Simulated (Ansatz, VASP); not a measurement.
# TiGe: VASP beside Ansatz

One calculation is typed for both programs; each brings its own data sets. How far apart do they land? The cell is invented: As first built, before any earlier steps moved the atoms (in the runner's words): it takes the ZrTi structure with some of its atoms replaced by other elements, volume scaled by an estimate. It may not be a known or stable phase. The cell is taken from a series of VASP runs on this material, whose earlier steps may have relaxed, scaled or displaced it; both programs get it as it stands. Other levels of theory on this material are compared in a session of their own. Valence electrons are named where the data sets of a main pair hold unlike numbers.

Main program and level: Ansatz 0.2.0; plane waves, with VASP 6.6.1 beside it; band structure at PBEsol and band structure at PBE, spin-orbit coupling.

## Step 1: Starting point

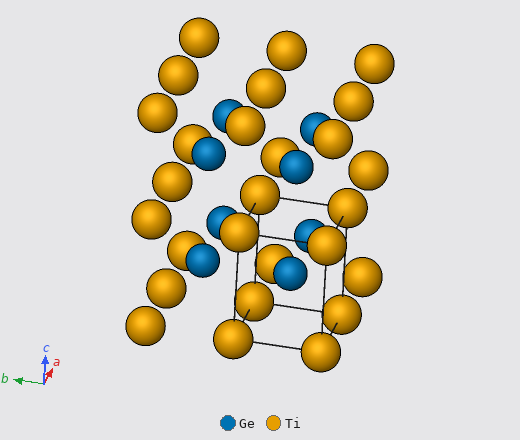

The cell as given, from a free direction (germanium blue, titanium orange). 2×2×2 cells are drawn. Some periodic images of atoms are drawn too.

Coordinates:

```cif
data_structure
_symmetry_space_group_name_H-M 'P 1'
_symmetry_Int_Tables_number 1
_cell_length_a 2.8939
_cell_length_b 2.8939
_cell_length_c 3.8088
_cell_angle_alpha 90.000
_cell_angle_beta 90.000
_cell_angle_gamma 90.000
_cell_volume 31.90
loop_
_atom_site_label
_atom_site_type_symbol
_atom_site_fract_x
_atom_site_fract_y
_atom_site_fract_z
_atom_site_occupancy
Ge1 Ge 0.50000 0.50000 0.50000 1
Ti2 Ti 0.00000 0.00000 0.00000 1
```

## Step 2: VASP: band structure, PBEsol

A single point gives forces, pressure and levels at one fixed geometry, so differences don't come from the geometry; what else differs is listed under the comparison.

Lines of VASP's logs that name or quote its potential files are left out, and so is its time.

Input file INCAR:

```
SYSTEM = TiGe
PREC = Accurate
ENCUT = 410
EDIFF = 1E-06
NELM = 100
ISMEAR = 0
SIGMA = 0.02
LREAL = .FALSE.
ALGO = Normal
GGA = PS
NBANDS = 25
LORBIT = 11
LWAVE = .FALSE.
LCHARG = .FALSE.
KPAR = 4
```

Input file POSCAR:

```
TiGe
1.0
    2.8938546256      0.0000000000      0.0000000000
    0.0000000000      2.8938546256      0.0000000000
    0.0000000000      0.0000000000      3.8087727035
Ge Ti
1 1
Direct
    0.5000000000      0.5000000000      0.5000000000
    0.0000000000      0.0000000000      0.0000000000
```

Input file KPOINTS:

```
Automatic mesh
0
Gamma
5 5 4
0 0 0
```

Input file KPOINTS_OPT:

```
Line mode
16
Line-mode
Reciprocal
  0.00000000   0.00000000   0.00000000 GAMMA
  0.00000000   0.50000000   0.00000000 X

  0.00000000   0.50000000   0.00000000 X
  0.50000000   0.50000000   0.00000000 M

  0.50000000   0.50000000   0.00000000 M
  0.00000000   0.00000000   0.00000000 GAMMA

  0.00000000   0.00000000   0.00000000 GAMMA
  0.00000000   0.00000000   0.50000000 Z

  0.00000000   0.00000000   0.50000000 Z
  0.00000000   0.50000000   0.50000000 R

  0.00000000   0.50000000   0.50000000 R
  0.50000000   0.50000000   0.50000000 A

  0.50000000   0.50000000   0.50000000 A
  0.00000000   0.00000000   0.50000000 Z

  0.00000000   0.50000000   0.00000000 X
  0.00000000   0.50000000   0.50000000 R

  0.50000000   0.50000000   0.00000000 M
  0.50000000   0.50000000   0.50000000 A
```

PAW data sets: Ge_d and Ti_sv (PBE family, release 64).

The run is started by

```console
$ mpirun -np 4 vasp_std
```

Numbers of over 12 decimals in the logs are rounded to 6 here.

Output:

```text
[banner, memory and clock lines left out]
running    4 mpi-ranks, on    1 nodes
 distrk:  each k-point on    1 cores,    4 groups
 distr:  one band on    1 cores,    1 groups

 POSCAR found type information on POSCAR GeTi
 POSCAR found :  2 types and       2 ions
|                                                                             |
|               ----> ADVICE to this user running VASP <----                  |
|                                                                             |
|     You enforced a specific xc type in the INCAR file but a different       |
|     [... a line on the potential file left out ...]
|     I HOPE YOU KNOW WHAT YOU ARE DOING!                                     |
|                                                                             |

 LDA part: xc-table for (Slater+PW92), standard interpolation
 POSCAR, INCAR and KPOINTS ok, starting setup
 FFT: planning ... GRIDC
 FFT: planning ... GRID_SOFT
 FFT: planning ... GRID
 WAVECAR not read
 entering main loop
       N       E                     dE             d eps       ncg     rms          rms(c)
DAV:   1     0.183936506588E+03    0.18394E+03   -0.10582E+04  1133   0.215E+03
DAV:   2     0.400513159180E+01   -0.17993E+03   -0.17136E+03   940   0.422E+02
DAV:   3    -0.152990549971E+02   -0.19304E+02   -0.19065E+02   997   0.104E+02
DAV:   4    -0.158776837345E+02   -0.57863E+00   -0.57741E+00  1040   0.185E+01
DAV:   5    -0.158923676968E+02   -0.14684E-01   -0.14681E-01  1086   0.275E+00    0.104E+01
DAV:   6    -0.145230530124E+02    0.13693E+01   -0.87582E+00  1017   0.204E+01    0.368E+00
DAV:   7    -0.142310424578E+02    0.29201E+00   -0.96777E-01  1110   0.902E+00    0.225E+00
DAV:   8    -0.142082689082E+02    0.22774E-01   -0.19080E-01  1254   0.366E+00    0.688E-01
DAV:   9    -0.141994160276E+02    0.88529E-02   -0.27308E-02  1140   0.174E+00    0.292E-01
DAV:  10    -0.141995697179E+02   -0.15369E-03   -0.18894E-03  1149   0.532E-01    0.679E-02
DAV:  11    -0.141995355708E+02    0.34147E-04   -0.42492E-04  1197   0.249E-01    0.394E-02
DAV:  12    -0.141995275491E+02    0.80218E-05   -0.25189E-05  1009   0.390E-02    0.111E-02
DAV:  13    -0.141995270135E+02    0.53560E-06   -0.14312E-06   859   0.905E-03
   1 F= -.14199527E+02 E0= -.14198980E+02  d E =-.109344E-02
 Start KPOINTS_OPT (optional k-point list driver)
k-point batch [1-18\144]
       N       E                     dE             ncg
DAV:   1    -0.275513038049E+04   -0.10278E+05     1085
DAV:   2    -0.605978436767E+04   -0.33047E+04      908
DAV:   3    -0.640580883021E+04   -0.34602E+03     1033
DAV:   4    -0.641513782632E+04   -0.93290E+01     1041
DAV:   5    -0.641534171908E+04   -0.20389E+00     1111
DAV:   6    -0.641534667622E+04   -0.49571E-02     1059
DAV:   7    -0.641534687896E+04   -0.20274E-03     1119
DAV:   8    -0.641534688686E+04   -0.78973E-05      971
DAV:   9    -0.641534688723E+04   -0.37615E-06      719
[...]
k-point batch [127-144\144]
       N       E                     dE             ncg
DAV:   1    -0.278416050475E+04   -0.23174E+05     1097
DAV:   2    -0.601359750937E+04   -0.32294E+04      911
DAV:   3    -0.634190807589E+04   -0.32831E+03      998
DAV:   4    -0.635055507847E+04   -0.86470E+01     1059
DAV:   5    -0.635073301891E+04   -0.17794E+00     1037
DAV:   6    -0.635073735334E+04   -0.43344E-02     1040
DAV:   7    -0.635073753028E+04   -0.17694E-03     1079
DAV:   8    -0.635073753553E+04   -0.52500E-05      863
DAV:   9    -0.635073753579E+04   -0.25806E-06      626
```

OUTCAR, selected parts (step 2):

```text
ion  position               nearest neighbor table
   1  0.500  0.500  0.500-   2 2.80   2 2.80   2 2.80   2 2.80   2 2.80   2 2.80   2 2.80   2 2.80

  LATTYP: Found a simple tetragonal cell.
 ALAT       =     2.8938546256
 C/A-ratio  =     1.3161589631

 Subroutine GETGRP returns: Found 16 space group operations
 (whereof 16 operations were pure point group operations)

The static configuration has the point symmetry D_4h.

 Found     18 irreducible k-points:

   k-points           NKPTS =     18   k-points in BZ     NKDIM =     18   number of bands    NBANDS=     25

   dimension x,y,z NGX =    20 NGY =   20 NGZ =   28
   dimension x,y,z NGXF=    40 NGYF=   40 NGZF=   56

   ENCUT  =  410.0 eV  30.13 Ry    5.49 a.u.   4.78  4.78  6.29*2*pi/ulx,y,z

   NELECT =      26.0000    total number of electrons

 k-points in reciprocal lattice and weights: Automatic mesh
   0.00000000  0.00000000  0.00000000       0.010
   0.20000000  0.00000000  0.00000000       0.040
   0.40000000  0.00000000  0.00000000       0.040
   0.20000000  0.20000000  0.00000000       0.040
   0.40000000  0.20000000  0.00000000       0.080
   0.40000000  0.40000000  0.00000000       0.040
   0.00000000  0.00000000  0.25000000       0.020
   0.20000000  0.00000000  0.25000000       0.080
   0.40000000  0.00000000  0.25000000       0.080
[...]
0.40000000  0.20000000  0.50000000       0.080
   0.40000000  0.40000000  0.50000000       0.040

 average (electrostatic) potential at core
       1 -69.8944       2 -71.5967

 E-fermi :   9.1285

 k-point     1 :       0.0000    0.0000    0.0000
  band No.  band energies     occupation
    ...
      9     -15.4524      2.00000
     10      -3.1814      2.00000
     11       7.0377      2.00000
     12       7.5811      2.00000
     13       7.8941      2.00000
     14      10.7837      0.00000
     15      10.7837      0.00000
     16      11.7613      0.00000
     17      13.6218      0.00000
     18      13.6218      0.00000
    ...

 k-point     2 :       0.2000    0.0000    0.0000
  band No.  band energies     occupation
    ...
      9     -15.4503      2.00000
     10      -2.4616      2.00000
     11       7.1417      2.00000
     12       7.1469      2.00000
     13       7.6638      2.00000
     14      10.8704      0.00000
     15      10.9113      0.00000
     16      10.9821      0.00000
     17      11.6261      0.00000
     18      14.8357      0.00000
    ...

 k-point     3 :       0.4000    0.0000    0.0000
  band No.  band energies     occupation
    ...
      9     -15.4190      2.00000
     10      -0.4993      2.00000
     11       3.7588      2.00000
     12       6.5498      2.00000
     13       8.2881      2.00000
     14      10.0609      0.00000
     15      11.0153      0.00000
     16      12.0881      0.00000
     17      13.8552      0.00000
     18      14.5547      0.00000
    ...

  Total       -1.1441662     -1.1441662     -0.9019494      0.0000000     -0.0000000     -0.0000000
  in kB      -57.4726476    -57.4726476    -45.3058511      0.0000000     -0.0000000     -0.0000000
  external PRESSURE =     -53.4170488 kB  Pullay stress =       0.0000000 kB

  energy-cutoff  :      410.00
  volume of cell :       31.90
      direct lattice vectors                 reciprocal lattice vectors
     2.893854626  0.000000000  0.000000000     0.345559860  0.000000000  0.000000000
     0.000000000  2.893854626  0.000000000     0.000000000  0.345559860  0.000000000
     0.000000000  0.000000000  3.808772703     0.000000000  0.000000000  0.262551766

 POSITION                                       TOTAL-FORCE (eV/Angst)
 -----------------------------------------------------------------------------------
      1.44693      1.44693      1.90439         0.000000      0.000000      0.000000
      0.00000      0.00000      0.00000         0.000000      0.000000      0.000000
 -----------------------------------------------------------------------------------
    total drift:                               -0.000000      0.000000      0.000000

  FREE ENERGIE OF THE ION-ELECTRON SYSTEM (eV)
  ---------------------------------------------------
  free  energy   TOTEN  =       -14.1995270135 eV

  energy  without entropy=      -14.1984335739  energy(sigma->0) =      -14.19898029

 total charge
# of ion       s       p       d       tot
------------------------------------------
    1        1.138   1.223  10.044  12.406
    2        2.177   6.106   2.006  10.289
--------------------------------------------------
tot          3.315   7.329  12.050  22.695

[... 3 further parts left out ...]
```

At this level the cell is under a tension of 5.3 GPa, so at these settings it is away from equilibrium.

## Step 3: Ansatz: band structure, PBEsol

Ansatz runs on its default PAW (the set named soft_2) files.

The same cell, functional, mesh and smearing now go to Ansatz, which takes its cutoff from its data sets.

Input file input.yaml:

```yaml
crystal:
  lattice:
    - [2.8938546256, 0.0, 0.0]
    - [0.0, 2.8938546256, 0.0]
    - [0.0, 0.0, 3.8087727035]
  atoms:
    - { symbol: Ge, position: [0.5, 0.5, 0.5] }
    - { symbol: Ti, position: [0.0, 0.0, 0.0] }
hamiltonian:
  xc: pbesol
  pseudopotentials: { kind: paw }
kpoints:
  mp_grid: { grid: [5, 5, 4] }
  band_path:
    path:
      - [0.0, 0.0, 0.0]
      - [0.0, 0.13333, 0.0]
      - [0.0, 0.3, 0.0]
      - [0.0, 0.46667, 0.0]
      - [0.1, 0.5, 0.0]
      - [0.26667, 0.5, 0.0]
      - [0.43333, 0.5, 0.0]
      - [0.43333, 0.43333, 0.0]
      - [0.26667, 0.26667, 0.0]
      - [0.1, 0.1, 0.0]
      - [0.0, 0.0, 0.03333]
      - [0.0, 0.0, 0.2]
      - [0.0, 0.0, 0.36667]
      - [0.0, 0.0, 0.5]
      - [0.0, 0.16667, 0.5]
      - [0.0, 0.3, 0.5]
      - [0.0, 0.46667, 0.5]
      - [0.1, 0.5, 0.5]
      - [0.26667, 0.5, 0.5]
      - [0.43333, 0.5, 0.5]
      - [0.43333, 0.43333, 0.5]
      - [0.26667, 0.26667, 0.5]
      - [0.1, 0.1, 0.5]
      - [0.0, 0.5, 0.03333]
      - [0.0, 0.5, 0.2]
      - [0.0, 0.5, 0.36667]
      - [0.5, 0.5, 0.0]
      - [0.5, 0.5, 0.16667]
      - [0.5, 0.5, 0.33333]
      - [0.5, 0.5, 0.5]
    npoints: 1
scf:
  occupations: { method: gaussian, width: 0.02 }
  n_extra_bands: 7
output:
  forces: true
  stress: true
  eigenvalues: true
  write_density: true
  write_potential: true
  elf: true
  volumetric_format: npy
```

The run is started by

```console
$ ansatz run input.yaml --threads 2 --pin off --max-ram 4608MiB --backend cpu --events-out ev --progress --plain --runs-dir out
```

Output:

```text
scf.n_extra_bands = 7 over 13 filled bands (N_el = 26.0): the run solves 20 bands
Engine: ansatz 0.2.0, x86_64-unknown-linux-gnu
Pseudopotentials: kind: paw
Pseudopotential: Ge, paw, valence charge 14, recommended cutoff 420 eV (normal), Ge.paw.azcp
Pseudopotential: Ti, paw, valence charge 12, recommended cutoff 420 eV (normal), Ti.paw.azcp
Functional definition: PBEsol
  exchange = pbesol_x
  correlation = pbesol_c
Crystal: 2 atoms, lattice volume = 31.896 Å³
Basis set: ecut = 420 eV, 625 PW (Γ), exchange–correlation on 40×40×54 points (8 copies of the dense FFT grid, shifted against one another)
Bands: 20, of which v1, the nominal top of the filled ones, is band 13 counted from 1 (12 counted from 0)
Symmetry: 16 space group operations
Space group: P4/mmm (ITA 123), of the structure as read, at distance tolerance 3.2e-5 Å
k-points: 18 of 100
Non-local potential: Ge, projectors of the file, l = 0: 2, l = 1: 2, l = 2: 3, l = 3: 1
Non-local potential: Ti, projectors of the file, l = 0: 3, l = 1: 2, l = 2: 3, l = 3: 1
PAW form: soft (Blöchl's): semilocal exchange-correlation on the pseudo side does not see the compensation charge
PAW frozen core: Ge, regenerated for the run's functional, and the local potential with it (the file was generated under x = pbe(κ = 0.804, μ = 0.219515), c = pbe(β = 0.066725))
PAW frozen core: Ti, regenerated for the run's functional, and the local potential with it (the file was generated under x = pbe(κ = 0.804, μ = 0.219515), c = pbe(β = 0.066725))
PAW one-centre angular grid: Ge, 590 points (default); XC on 64 Gauss nodes
PAW one-centre angular grid: Ti, 590 points (default); XC on 64 Gauss nodes
Initial density: superposition of atomic densities (neutral atoms: chi_scale 0, normalization atom), corrected by the library's trained network
Initial wavefunctions: pseudopotential atomic-orbital guess
Functional: x = pbesol(κ = 0.804, μ = 0.123457), c = pbesol(β = 0.046)
SCF iter   1: F=—  HF=-6728.334374 eV  |F-HF|=—  |Δ(HF+E_count)|=         —  Δρ=6.72e-3  dr2=1.45e-2  ethr=1.77e-3  ⟨swp⟩=5.7  Hψ=1451  notcnv=0
preconditioner: auto → none  [insulator: Δε(μ)=0.054 eV  Ē_g=19.657 eV  σ=0.020 eV  W_gap=0.93  n_scr=6 (ndim 8)  ℏωp=27.9 eV  f_vac=0.000  D(μ)=2.91/eV (n_scr^D=36)  ε∞_Penn≈3.0]
SCF iter   2: F=—  HF=-6728.328989 eV  |F-HF|=—  |Δ(HF+E_count)|=   5.39e-3  Δρ=2.04e-3  dr2=7.90e-4  ethr=5.58e-5  ⟨swp⟩=2.4  Hψ=701  notcnv=0  defer=36
SCF iter   3: F=—  HF=-6728.328977 eV  |F-HF|=—  |Δ(HF+E_count)|=   1.15e-5  Δρ=8.69e-4  dr2=1.15e-4  ethr=3.04e-6  ⟨swp⟩=1.3  Hψ=334  notcnv=0  defer=36
SCF iter   4: F=—  HF=-6728.328988 eV  |F-HF|=—  |Δ(HF+E_count)|=   1.12e-5  Δρ=7.87e-5  dr2=7.01e-7  ethr=4.44e-7  ⟨swp⟩=1.8  Hψ=349  notcnv=0  defer=36
SCF iter   5: F=—  HF=-6728.328960 eV  |F-HF|=—  |Δ(HF+E_count)|=   2.86e-5  Δρ=2.02e-5  dr2=1.07e-7  ethr=2.70e-9  ⟨swp⟩=2.0  Hψ=476  notcnv=0  defer=36
SCF iter   6: F=-6728.328960 eV  HF=-6728.328960 eV  |F-HF|=3.25e-9  |Δ(HF+E_count)|=   5.78e-8  Δρ=3.73e-6  dr2=5.01e-9  ethr=3.85e-10  ⟨swp⟩=9.8  Hψ=1900  notcnv=0
SCF 1 converged in 6 iterations: F = -6728.328960 eV  dr2 = 5.01e-9
  greatest PAW one-centre occupation: 0.999 electrons in one spin orbital (limit 2), on the Ti atom at site 1 (counted from 0), in its partial waves of l = 0
NSCF: frozen V_eff on 30 k-points
SCF converged after 6 iterations
Free energy (F): -6728.328960 eV
Harris-Foulkes:  -6728.328960 eV  (|F-HF|=3.25e-9)
Internal energy: -6728.327937 eV  (E = F + TS)
E sigma→0 (E₀):  -6728.328448 eV
Entropy (-TS):   -0.001023 eV (-0.511 meV/atom)
Fermi energy:    14.389311 eV
--- Per-component energies (eV) ---
  E_band       = -218.377724
  E_kinetic    = 386.068023
  E_local      = -2777.247971  (includes V_loc(G=0)·N_el)
  E_nonlocal   = 430.182415
  E_hartree    = 1207.487863
  E_xc         = -173.105683
  E_vxc        = -188.150289  (∫ρ·V_xc dr)
  E_paw        = -3001.964690  (= ΣΔE_a)
  E_vpaw       = -484.206185  (= ΣTr[D̂ρ^β])
  E_aug_tail   = 0.000401  (compensation charges beyond the density's cutoff)
  E_ewald      = -2800.805616
  E_core_change = 1.057321  (= ΣΔE_core)
  E_smearing   = -0.001023  (= −TS)
  E_closure    = 0.000000  (closes the sum)
  Σ components = -6728.328960   (vs F -6728.328960, Δ=0.00e0)
--- Forces (eV/Å), atoms counted from 1 ---
  atom   1  Ge     0.00000000    -0.00000000     0.00000000
  atom   2  Ti    -0.00000000     0.00000000     0.00000000
  max |Σ_I F_I| component: 6.31e-30 eV/Å
--- Stress (GPa, compression-positive) ---
       -5.298406       0.000000       0.000000
        0.000000      -5.298406       0.000000
        0.000000       0.000000      -4.236990
  P = ⅓ Tr σ = -4.9446 GPa (-49.446 kbar)
--- Band table (eV; the first three rows and the last of 18) ---
  k-point 0: bands = [... 9 lower, 2.0722, 12.2947, 12.8422, 13.1510, 16.0531, 16.0531, 17.0338, 18.8802, ... 3 higher]
  k-point 1: bands = [... 9 lower, 2.5881, 9.5810, 13.2459, 14.3955, 15.3808, 15.3808, 17.0398, 20.2651, ... 3 higher]
  k-point 2: bands = [... 9 lower, 3.3045, 7.8695, 13.3461, 14.9370, 14.9370, 14.9979, 17.0458, 21.8138, ... 3 higher]
  k-point 17: bands = [... 9 lower, 7.5530, 10.4257, 10.6834, 12.2449, 16.1535, 16.3836, 16.4996, 16.7318, ... 3 higher]
```

Run time: 1.3 s. Hardware: 2 threads of Intel Xeon Platinum 8488C (Sapphire Rapids), shared host; peak memory 0.35 GiB.

## Step 4: Side by side

Known differences besides the potentials themselves: the cutoff is 420 eV in Ansatz and 410 eV in VASP; Ansatz makes its cores anew for this functional, VASP keeps those of its PBE data sets; VASP leaves aspherical gradient terms in its spheres out (LASPH is not set), Ansatz keeps them. Total energies have different zeros and are not compared.

The two programs side by side:

| quantity | Ansatz | VASP | difference |
| --- | --- | --- | --- |
| pressure (GPa) | -4.94 | -5.34 | +0.40 |

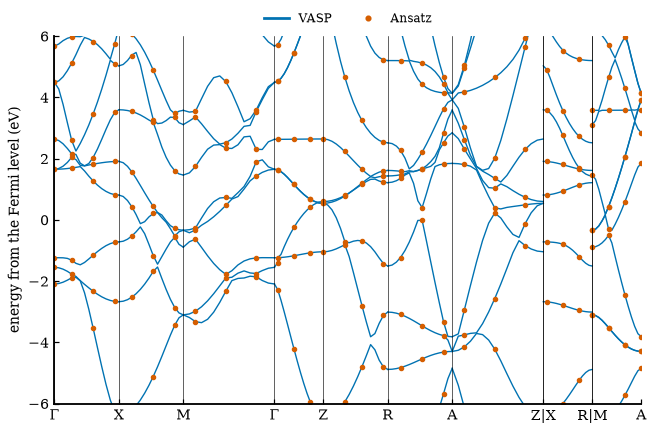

Bands from VASP (lines) and levels from Ansatz (dots). Dots without a line are higher empty bands that the VASP plot leaves out.

Levels from 3 eV below to 2 eV above the Fermi level differ by 5 meV r.m.s. and 10 meV at most; each VASP level is matched to the nearest of Ansatz, which flatters the figure a little.

[end of part 1 of 2]

[Lines on the potential files, build, host, timing and source positions are cut from VASP's logs without a mark.]

[Logs are printed without paths, hosts, clocks, repeated set-up lines and the standing remarks that a program may print on its own settings, such as how far it seeks lower states.]

[Hosts, paths, dates, database ids (printed as entryN), source tags and the programs' standing remarks are cut or masked in the printed files.]
